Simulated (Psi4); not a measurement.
# PBE0/aug-cc-pVTZ (density fitting, sweep point 2) run of SiH3F (SMILES F[SiH3])

Aim: the vertical ionisation energy of SiH3F at PBE0/aug-cc-pVTZ (density fitting, sweep point 2), from 2 runs. 

Program for the calculation: Psi4 1.11.

## 1. The molecule

SiH3F: 5 atoms, total charge 0, spin state singlet. SMILES: `F[SiH3]`. The coordinates come from a PBE0-D4/def2-TZVP relaxation.

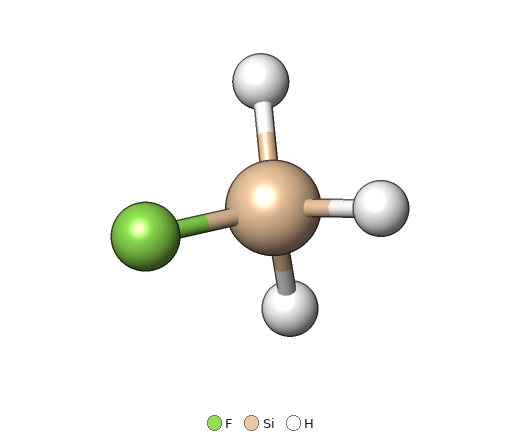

The structure, seen from a chosen angle (fluorine green, silicon light orange, hydrogen white).

## 2. A single-point energy at PBE0/aug-cc-pVTZ (density fitting, sweep point 2)

calc.dat reads:

```
memory 1600 MB

molecule molecule1 {
  0 1
  F     -2.40864492     0.30764741     1.62138501
  Si     0.08182514    -0.03647171    -0.05801459
  H     -0.69504127    -0.36396125    -2.72819761
  H      1.45244350    -2.30149745     0.85340032
  H      1.66390385     2.25519916     0.23319220
  units bohr
  symmetry c1
}

set basis aug-cc-pVTZ
set puream true
set scf_type df
set dft_radial_points 99
set dft_spherical_points 590

energy('pbe0')
print_variables()
```

Started as:

```sh
$ psi4 -i calc.dat -o calc.out -n 1
```

calc.out:

```text
[...]
  Running in c1 symmetry.
[...]
  Nuclear repulsion =   63.042807294126760
[...]
  Multiplicity = 1
[...]
  Nalpha       = 13
  Nbeta        = 13
[...]
    Number of basis functions: 165
[...]
   @DF-RKS iter   1:  -390.95474700185872   -4.09021e-01   2.61394e-03 DIIS/ADIIS
[...]
   @DF-RKS iter   6:  -391.01439120633768   -9.49137e-07   9.78738e-07 DIIS
[...]
    Orbital Energies [Eh]
    ---------------------
    Doubly Occupied:
       1A    -66.301845     2A    -24.766668     3A     -5.367454
       4A     -3.703504     5A     -3.700408     6A     -3.700408
       7A     -1.222294     8A     -0.584913     9A     -0.472535
      10A     -0.468183    11A     -0.468182    12A     -0.359807
      13A     -0.359794
[...]
  @DF-RKS Final Energy:  -391.01439120633768
   => Energetics <=
    Nuclear Repulsion Energy =             63.0428072941267601
    One-Electron Energy =                -667.8276832802590661
    Two-Electron Energy =                 238.2002489123225928
    DFT Exchange-Correlation Energy =     -24.4297641325279962
    Empirical Dispersion Energy =           0.0000000000000000
    VV10 Nonlocal Energy =                  0.0000000000000000
    Total Energy =                       -391.0143912063377343
[...]
 Multipole Moments:
 ------------------------------------------------------------------------------------
     Multipole            Electronic (a.u.)      Nuclear  (a.u.)        Total (a.u.)
 ------------------------------------------------------------------------------------
 L = 1.  Multiply by 2.5417464519 to convert [e a0] to [Debye]
 Dipole X            :         -2.8013639            3.2256518            0.4242879
 Dipole Y            :          0.3872232           -0.4457978           -0.0585745
 Dipole Z            :          1.8892957           -2.1753133           -0.2860176
 Magnitude           :                                                    0.5150314
[...]
```

It took 14 s on 1 thread of Intel Xeon Platinum 8488C (Sapphire Rapids), shared host; peak memory 1 GiB.

## 3. The doublet cation

job.inp reads:

```
memory 1600 mb

molecule {
  1 2
  F     -2.40864492     0.30764741     1.62138501
  Si     0.08182514    -0.03647171    -0.05801459
  H     -0.69504127    -0.36396125    -2.72819761
  H      1.45244350    -2.30149745     0.85340032
  H      1.66390385     2.25519916     0.23319220
  units au
  symmetry c1
}

set basis aug-cc-pVTZ
set reference uks
set puream true
set scf_type df
set dft_radial_points 99
set dft_spherical_points 590
set maxiter 150

result, w = energy("pbe0", return_wfn=True)
```

Started as:

```sh
$ psi4 -n 1 job.inp job.out
```

job.out:

```text
[...]
  Running in c1 symmetry.
[...]
  Nuclear repulsion =   63.042807294126760
[...]
  Multiplicity = 2
[...]
  Nalpha       = 13
  Nbeta        = 12
[...]
    Number of basis functions: 165
[...]
   @DF-UKS iter   1:  -390.51572708690554    2.99985e-02   2.13072e-03 ADIIS/DIIS
[...]
   @DF-UKS iter  14:  -390.55666108373055   -5.63349e-07   3.07588e-07 DIIS
[...]
   @S^2 Observed:                7.595915978E-01
[...]
    Orbital Energies [Eh]
    ---------------------
    Alpha Occupied:
       1A    -66.612274     2A    -25.063432     3A     -5.677097
       4A     -4.015096     5A     -4.011297     6A     -4.007488
       7A     -1.507419     8A     -0.890148     9A     -0.777845
      10A     -0.756155    11A     -0.741785    12A     -0.692376
      13A     -0.642426
    Alpha Virtual:
      14A     -0.259751    15A     -0.207109    16A     -0.204722
      17A     -0.184589    18A     -0.118405    19A     -0.112441
      20A     -0.108582    21A     -0.101346    22A     -0.088756
      23A     -0.074537    24A     -0.045641    25A     -0.043596
[...]
  @DF-UKS Final Energy:  -390.55666108373055
   => Energetics <=
    Nuclear Repulsion Energy =             63.0428072941267601
    One-Electron Energy =                -660.1255601451007351
    Two-Electron Energy =                 230.6883915404597758
    DFT Exchange-Correlation Energy =     -24.1622997732163540
    Empirical Dispersion Energy =           0.0000000000000000
    VV10 Nonlocal Energy =                  0.0000000000000000
    Total Energy =                       -390.5566610837306030
[...]
 Multipole Moments:
 ------------------------------------------------------------------------------------
     Multipole            Electronic (a.u.)      Nuclear  (a.u.)        Total (a.u.)
 ------------------------------------------------------------------------------------
 L = 1.  Multiply by 2.5417464519 to convert [e a0] to [Debye]
 Dipole X            :         -2.0562903            3.2256518            1.1693615
 Dipole Y            :          0.2179738           -0.4457978           -0.2278239
 Dipole Z            :          0.9046479           -2.1753133           -1.2706653
 Magnitude           :                                                    1.7418096
[...]
```

It took 41 s on 1 thread of Intel Xeon Platinum 8488C (Sapphire Rapids), shared host; peak memory 1 GiB.

## 4. Outcome

Level: PBE0/aug-cc-pVTZ (density fitting, sweep point 2).

| quantity | value |
| --- | --- |
| singlet SiH3F: total energy | -391.01439 Eh |
| singlet SiH3F: dipole moment | 1.31 D |
| singlet SiH3F: HOMO energy | -9.79 eV |
| singlet SiH3F: LUMO energy | -0.44 eV |
| singlet SiH3F: HOMO–LUMO gap | 9.35 eV |
| doublet cation: total energy | -390.55666 Eh |
| doublet cation: HOMO energy (highest over α and β) | -16.83 eV |
| doublet cation: LUMO energy (lowest over α and β) | -15.07 eV |
| doublet cation: ⟨S²⟩ | 0.760 |
| vertical ionisation energy (to the doublet cation) | 12.455 eV |

**Reading.** The vertical ionisation energy comes to 12.46 eV (287 kcal/mol). The negative HOMO energy of the first species, 9.79 eV, lies 2.66 eV below that difference.
